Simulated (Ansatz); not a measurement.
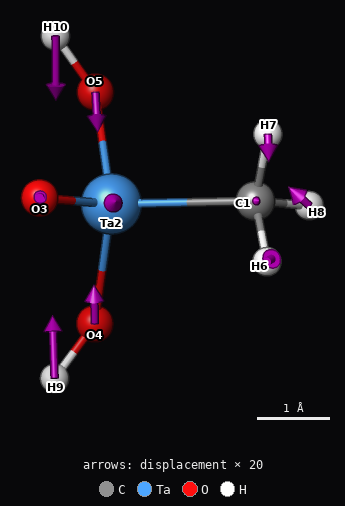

This is a relaxation of CH5O3Ta. The starting structure is drawn; purple arrows show the displacements, 20 times their true length. The two geometries are superimposed by the best rigid fit.

The picture is a ball-and-stick view, seen at a tilt.

The start comes from PBE-D4/def2-SVP.

Computed with RKS PBE0-D4/def2-TZVP in Ansatz 0.2.0. Set-up: force threshold 0.005 eV/Å; at most 150 steps.

> Which element moves most?

Hydrogen: up to 0.047 Å, against 0.029 Å for oxygen.

> What happened in the run?

The largest move after the best rigid fit is that of H10, 0.047 Å. Largest moves by element: H 0.047 Å, O 0.029 Å, Ta 0.019 Å, C 0.004 Å. Among the contacts that change: Ta2–O3 1.742 → 1.720 Å, C1–H6 1.111 → 1.094 Å, Ta2–O4 1.922 → 1.905 Å, O4–H9 0.972 → 0.957 Å. The energy falls by 4.86 kJ/mol in 7 geometry steps. Largest force component: 0.92 eV/Å at the start, 0.0011 eV/Å at the end.
